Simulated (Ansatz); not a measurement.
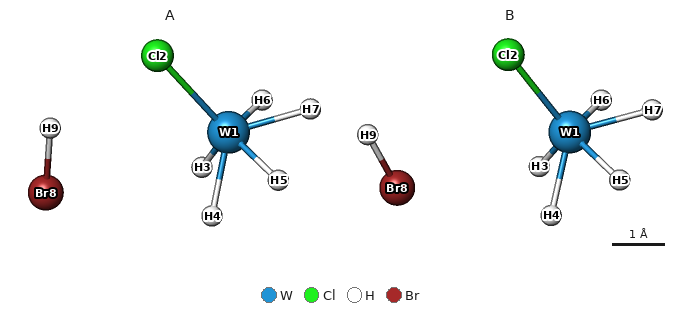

Two geometries of WH6BrCl, drawn at one scale. One is the start of a relaxation, the other its converged end. A ball-and-stick model, seen at a tilt.

Level of theory: RKS PBE0-D4/def2-SVP (Ansatz). (no spin polarisation; force threshold 0.03 eV/Å; at most 50 steps)

**Which geometry has the lower energy?**

Structure B is the relaxed one. The run prepares an end point of a later path (reaction) calculation, from a guessed geometry. Over 9 accepted moves (11 points after the start) the energy falls by 13.6 kJ/mol. The largest force component goes from 1.2 to 0.0088 eV/Å. The line search rejected the trial steps at points 8, 10 of the run. The forces were under the threshold at step 7, but the run went on from there. The largest move after the best rigid fit is that of H9, 0.46 Å. Largest moves by element: H 0.46 Å, Br 0.24 Å, Cl 0.21 Å, W 0.03 Å. Near-neighbour distances that change, for instance: W1–Br8 3.768 → 3.552 Å, W1–Cl2 2.350 → 2.257 Å, Br8–H9 1.499 → 1.425 Å, W1–H4 1.669 → 1.675 Å. Among the angles between lasting bonds that change: Cl2–W1–H7 111.4° → 109.2°. Cost: 51 s on 2 threads of AMD EPYC 7R43 64-Core Processor (Zen 3), with other jobs on the host, peak memory 0.29 GiB.

Limits of the set-up: the start holds two separate molecules, 2.6 Å apart at their closest, whose relative position is a soft coordinate.
